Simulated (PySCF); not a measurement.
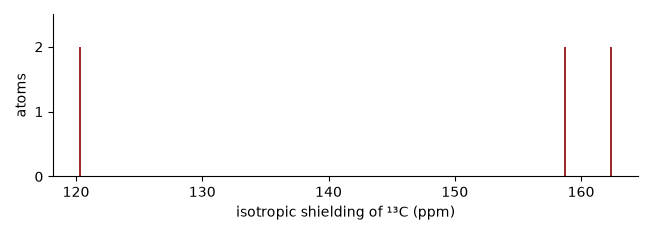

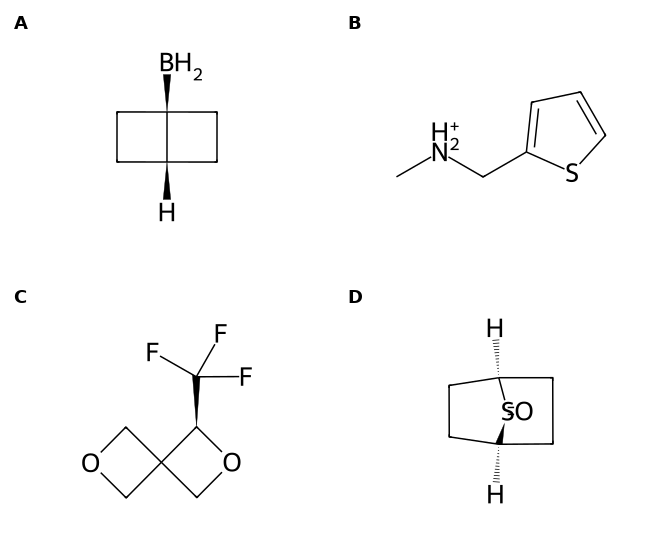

The sticks are computed shieldings of one of the molecules, for one fixed geometry (GFN2-xTB) without averaging over rotations. Low shielding means a high chemical shift. Method: GIAO PBE0/pcSseg-1 NMR shielding, non-relativistic, gas phase (PySCF 2.14.0).

Which molecule gives this pattern?

D, `O=[S@]1[C@H]2CC[C@@H]1CC2`. Its 6 C atoms give lines at 120.3 (2 atoms), 158.8 (2 atoms), 162.4 (2 atoms) ppm.

The geometry is semi-empirical. Around B such bond lengths and angles can be off by a tenth of an ångström or more and by several degrees, and values that hang on the shape move with them.
